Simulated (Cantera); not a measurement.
Feed: 1 mol SiF4, a varied amount of C2H2, 82 mol H2, equilibrated at 1152 °C and 40.0 mbar.

These are equilibrium values from Cantera (NASA tables, ideal gas, pure condensed phases), not measurements of a reactor. Candidate condensed phases: C, C6H6, C7H8, C8H18, Si, SiC; 113 gas species. The tables' values for SiF3, SiF2 are old estimates; treat these amounts as uncertain. Kinetics and transport are ignored.

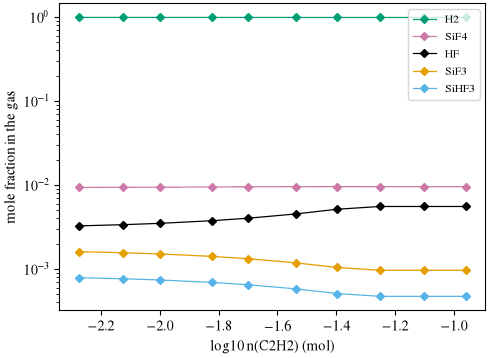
Figure. Equilibrium gas composition (values under 1e-9 drawn at 1e-9)

From 0.0053 mol C2H2 to 0.04 mol C2H2 the condensed part is SiC(s). From 0.056 mol C2H2 to 0.11 mol C2H2 the condensed part is C(graphite) + SiC(s). The main Si-bearing gas is SiF4 throughout.
